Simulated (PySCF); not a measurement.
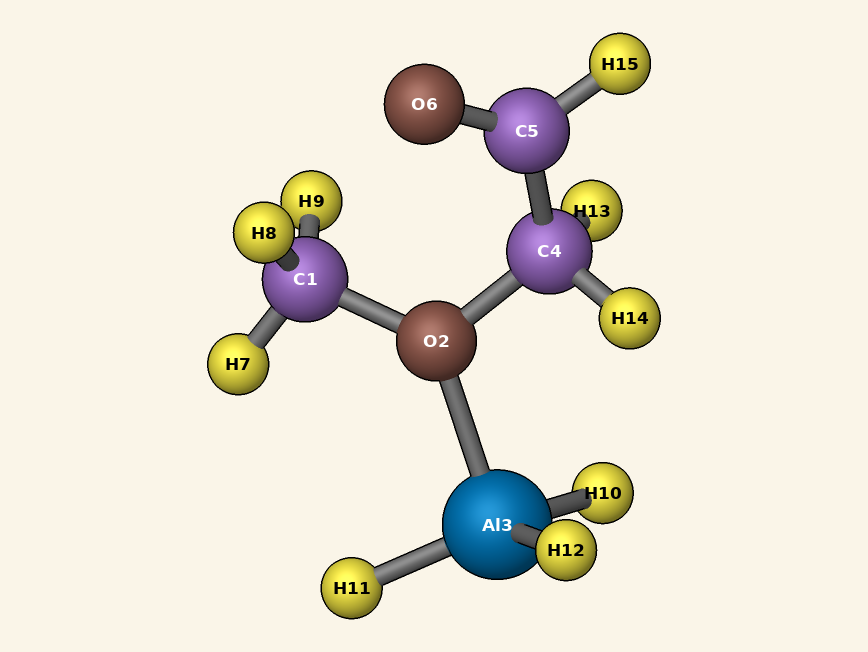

Geometry: an image of a reaction path computed with GFN2-xTB, not a minimum. Properties computed with GIAO PBE0/pcSseg-1 NMR shielding, non-relativistic, gas phase (PySCF 2.14.0). Principal shieldings σ11 ≤ σ22 ≤ σ33, span Ω = σ33 − σ11, skew κ = 3(σiso − σ22)/Ω.

### Which C atom has the most anisotropic shielding?

C5, with a span of 197 ppm.

Give the shielding tensors of the C atoms.

```json
{"atom": "C1", "σ11": "95.7", "σ22": "100.4", "σ33": "182.2", "σiso": "126.1", "Ω": "86.5", "κ": "0.89"}
{"atom": "C4", "σ11": "72.4", "σ22": "96.8", "σ33": "155.1", "σiso": "108.1", "Ω": "82.7", "κ": "0.41"}
{"atom": "C5", "σ11": "−109.0", "σ22": "−16.6", "σ33": "88.3", "σiso": "−12.4", "Ω": "197.3", "κ": "0.06"}
```

Shieldings and span in ppm.
